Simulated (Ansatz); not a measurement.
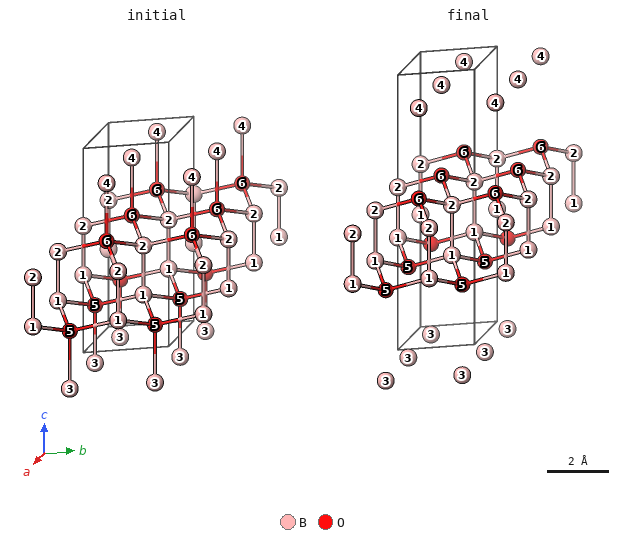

The structure of a crystal of B$_{2}$O (set up in P-3m1) (coarse preliminary run) before (left) and after (right) a relaxation, at one scale.

The picture is a ball-and-stick view of the cell of the calculation, repeated 3 × 2 × 1 with one cell outlined, seen from a free direction.

The calculation used DFT PBE+D3(BJ), scalar-relativistic, plane waves, PAW (Ansatz 0.2.0). (plane-wave cutoff 420 eV; k-point mesh 6 × 6 × 4; occupations gaussian; smearing width 0.1 eV; no spin polarisation; cell and atoms relaxed; force threshold 0.04 eV/Å; at most 70 steps)

**Describe what moved and what it gained.**

After 15 accepted moves (20 points after the start) the energy has fallen by 311 meV per atom. Largest force component: 0.26 eV/Å at the start, 0.0062 eV/Å at the end. Pressure: −22.25 GPa at the start and 0.02 GPa at the end. The line search rejected the trial step at point 7 of the run. At 4 points the geometry stayed and the basis and grid were re-selected for the new cell (energy shift of 24.9 meV per atom at most each time). The largest moves relative to the cell, 0.43 Å, are those of O5 and O6. O6 goes along −c. By element the largest moves are O 0.43 Å, B 0.27 Å. Cell: a = b 2.879 → 2.586 Å (−10.2 %), c 7.052 → 9.495 Å (+34.6 %). Volume +8.6 %. Among the contacts that change: B3–O5 1.996 → 3.126 Å, B1–O5 1.742 → 1.590 Å, B3–B4 1.694 → 1.548 Å, B1–B2 1.692 → 1.738 Å. Bond angles that change, for instance: B4–B3–B4 116.4° → 113.2°, B1–B2–O6 107.4° → 110.1°, O6–B2–O6 111.4° → 108.8°. The space group stays P-3m1 (No. 164).
